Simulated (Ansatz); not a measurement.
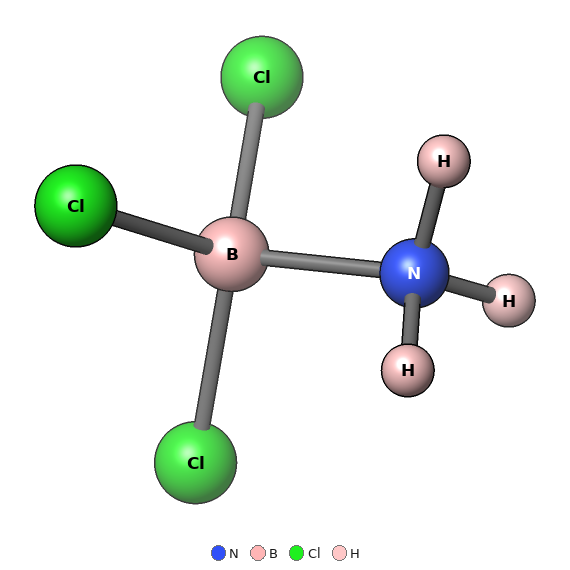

Distant atoms are faded towards the background colour. Computed geometry: PBE0-D4/def2-TZVP optimisation.

Q: List the symmetry elements and name the point group.

A: It has 1 C3 axis and 3 mirror planes, so the point group is C3v. The group has 6 operations. The geometry is achiral, and symmetry allows a dipole moment.
